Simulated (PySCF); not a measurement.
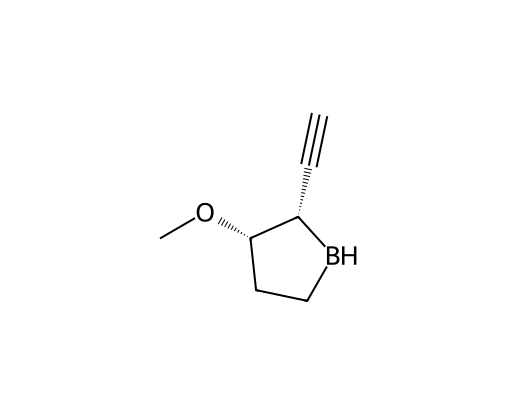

A structural formula.

Write the SMILES.

Answer. C#C[C@@H]1BCC[C@@H]1OC

What is the molecular formula?

Answer. C7H11BO.

An optimisation with PBE0-D3(BJ)/def2-SVP gave a structure of which point group?

Answer. C1.

More results for the same structure follow; atom numbers are the same in all pictures, views and colours differ. Computed geometry: PBE0-D3(BJ)/def2-SVP optimisation. No frequency run is at hand to confirm it as a minimum.

### Core levels

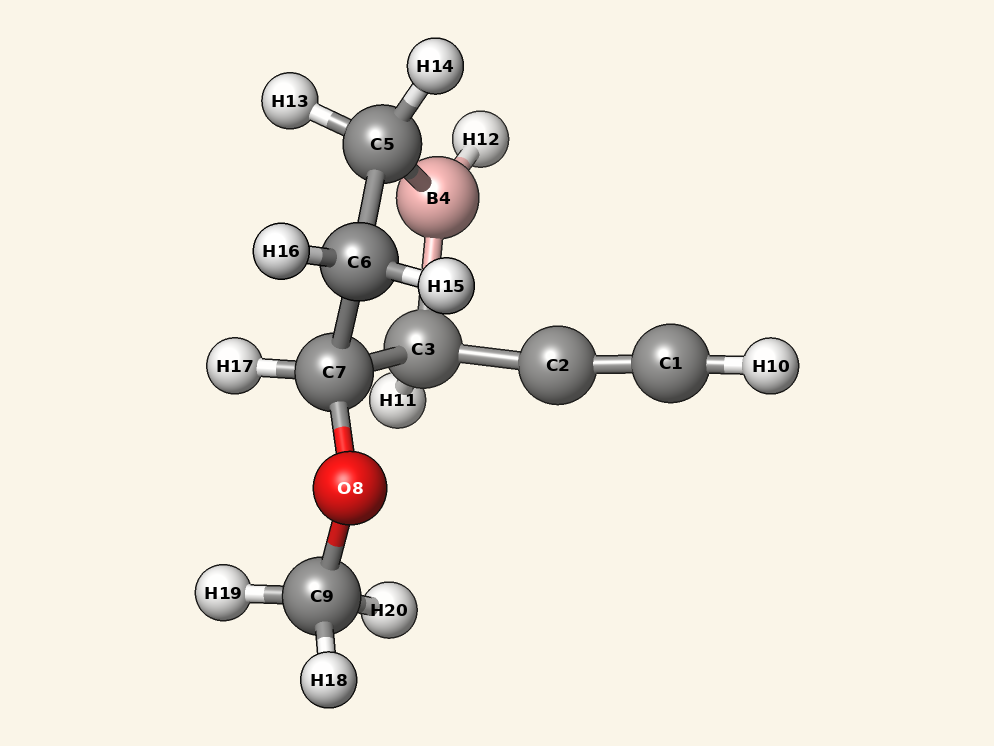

No frequency run is at hand to confirm it as a minimum. Level of theory: delta-SCF UKS SCAN, pcX-2 on the ionised atom, pcseg-1 elsewhere, spin-free X2C (PySCF 2.14.0).

Give the core-electron binding energies (to vacuum) of C1 1s, C2 1s, C3 1s, B4 1s, C5 1s, C6 1s, C7 1s, O8 1s, C9 1s.

| atom | level | binding energy (eV) |
| --- | --- | --- |
| C1 | 1s | 290.0 |
| C2 | 1s | 290.7 |
| C3 | 1s | 290.7 |
| B4 | 1s | 195.5 |
| C5 | 1s | 290.0 |
| C6 | 1s | 290.3 |
| C7 | 1s | 291.8 |
| O8 | 1s | 538.1 |
| C9 | 1s | 292.0 |

### Dipole moment

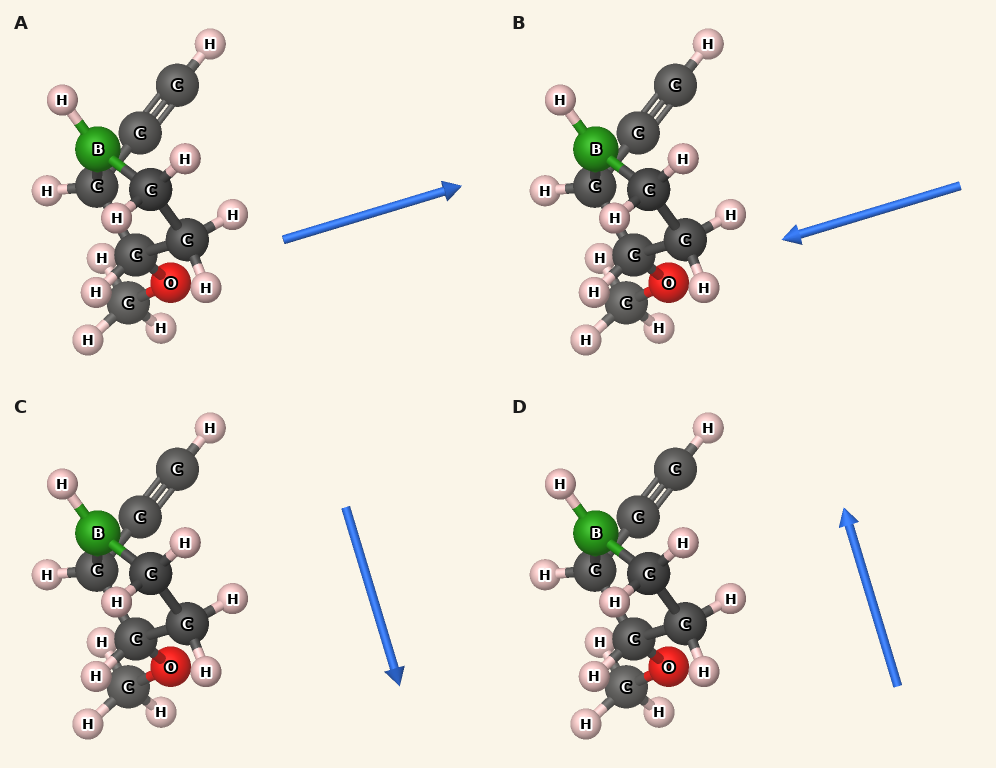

The same molecule four times, each with an arrow. No frequency run is at hand to confirm it as a minimum. Method: PBE0/pcSseg-1, gas phase (PySCF 2.14.0).

Which arrow points along the dipole moment, from the negative to the positive end?

Answer. B. The dipole moment is 0.91 D.

### NMR shielding

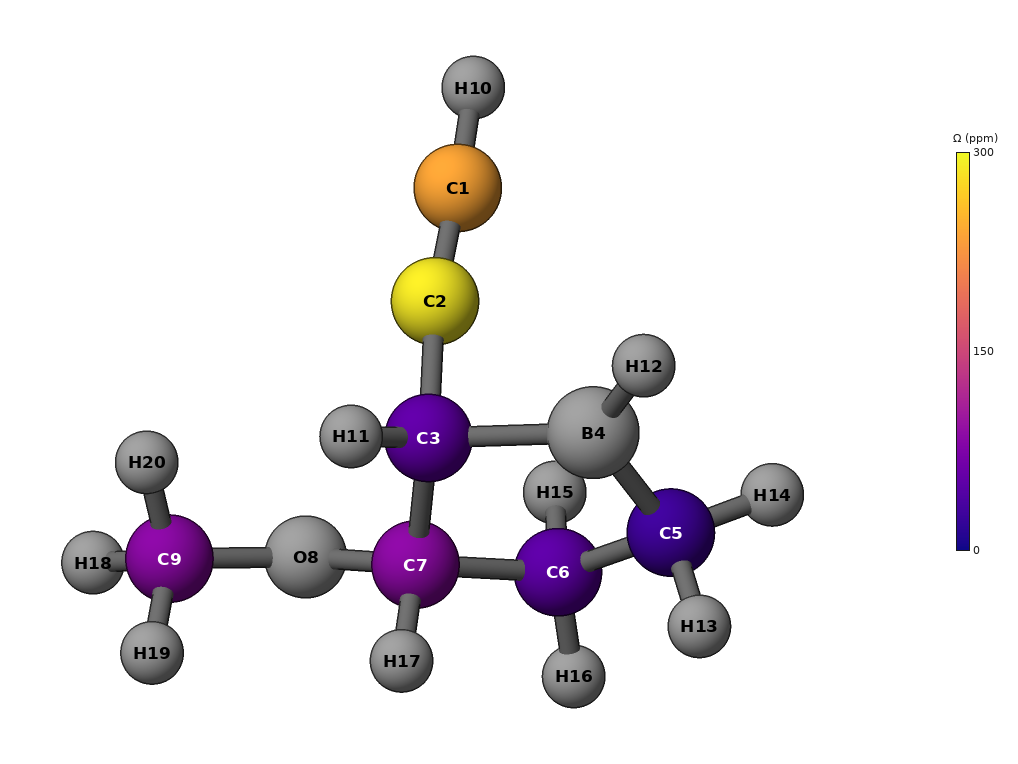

The C atoms are coloured by the span of their shielding tensor. No frequency run is at hand to confirm it as a minimum. Level of theory: GIAO PBE0/pcSseg-1 NMR shielding, non-relativistic, IEF-PCM tetrahydrofuran (PySCF 2.14.0). Principal shieldings σ11 ≤ σ22 ≤ σ33, span Ω = σ33 − σ11, skew κ = 3(σiso − σ22)/Ω.

Which C atom has the most anisotropic shielding?

Answer. C2, with a span of 289 ppm.

Give the shielding tensors of the C atoms.

```csv
atom,σ11,σ22,σ33,σiso,Ω,κ
C1,11.2,25.3,249.1,95.2,237.9,0.88
C2,2.5,31.8,291.7,108.6,289.2,0.80
C3,128.5,144.4,181.3,151.4,52.8,0.40
C5,143.3,160.2,173.2,158.9,30.0,−0.13
C6,126.3,157.7,177.7,153.9,51.4,−0.22
C7,60.4,86.1,147.6,98.0,87.2,0.41
C9,96.0,103.8,182.5,127.4,86.4,0.82
```

Shieldings and span in ppm.

### Levels of theory compared

No frequency run is at hand to confirm it as a minimum. Program: PySCF 2.14.0.

At this fixed geometry, give HOMO–LUMO gap (eV) at these levels: CAM-B3LYP/def2-SVPD; PBE0/pcSseg-1; PBE0/pcSseg-1 in dimethylsulfoxide (IEF-PCM); PBE0/pcSseg-1 in tetrahydrofuran (IEF-PCM).

```tsv
level	HOMO–LUMO gap (eV)
CAM-B3LYP/def2-SVPD	8.79
PBE0/pcSseg-1	6.26
PBE0/pcSseg-1 in dimethylsulfoxide (IEF-PCM)	6.35
PBE0/pcSseg-1 in tetrahydrofuran (IEF-PCM)	6.32
```
